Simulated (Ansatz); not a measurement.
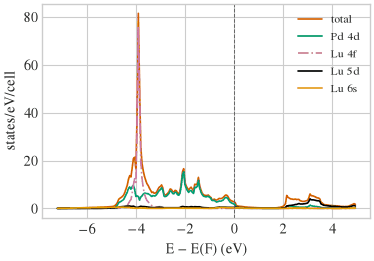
Figure: Total and projected density of states of LuPd$_{3}$ (Cu3Au type, Pm-3m), PBEsol in the plane-wave PAW code Ansatz

Q: Which orbitals carry the states next to the Fermi level?

A: Within 0.5 eV of the Fermi level: Pd 4d 69 %, Lu 5d 15 %, Lu 6s 9 %, outside the projected shells 7 %. Projections are on Löwdin-orthogonalised atomic valence shells; empty p or d shells of many metals are not among them.

Q: Where is the tallest occupied peak in this window, and what makes it?

A: Near -3.9 eV, about 81 states/eV per cell; the largest projected share is Lu 4f.

The workflow started from an entry of the Crystallography Open Database (COD). Whether it is the stable phase at ambient conditions was not checked. The cell was relaxed with PBEsol under the symmetry of its start; whether a distortion lowers the energy is not shown. The run is not spin-polarised. Spin–orbit coupling is left out wherever it is not named.

Potentials: the later of the program's two PAW sets.
